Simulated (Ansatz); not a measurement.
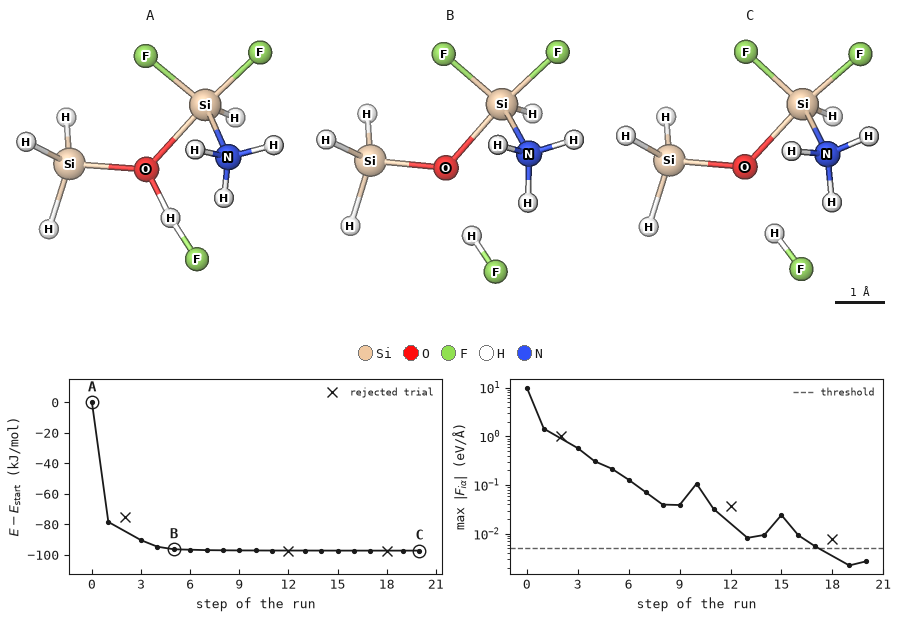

Frames of a relaxation of Si₂NH₈OF₃ (started from a transition state, displaced along its imaginary mode), marked on the history of the run. Style: ball-and-stick. Shown at a tilt.

Computed with Ansatz, RKS PBE0-D4/def2-TZVP. Set-up: force threshold 0.005 eV/Å; at most 200 steps.

Q: What happens along the run?

A: The atom that moves furthest after the best rigid fit is an H atom (0.35 Å). By element the largest moves are H 0.35 Å, F 0.25 Å, Si 0.08 Å, N 0.08 Å, O 0.07 Å. Some distances before and after: H–O 1.159 → 1.512 Å, H–N 0.882 → 1.028 Å, F–H 1.064 → 0.974 Å, O–Si 1.820 → 1.770 Å. Bonds break: H–O (1.16 → 1.51 Å). Bond angles that change, for instance: Si–N–H 107.0° → 110.8°, F–Si–N 87.7° → 84.5°, H–N–H 114.5° → 111.2°. The energy falls by 97.1 kJ/mol in 17 accepted moves (20 points after the start). The largest force component goes from 10 to 0.0027 eV/Å. The line search rejected the trial steps at points 2, 12, 18 of the run. From step 0 to 5: an H atom moves most (0.37 Å), energy −96.3 kJ/mol. From step 5 to 20: an H atom moves most (0.18 Å), energy −0.87 kJ/mol.
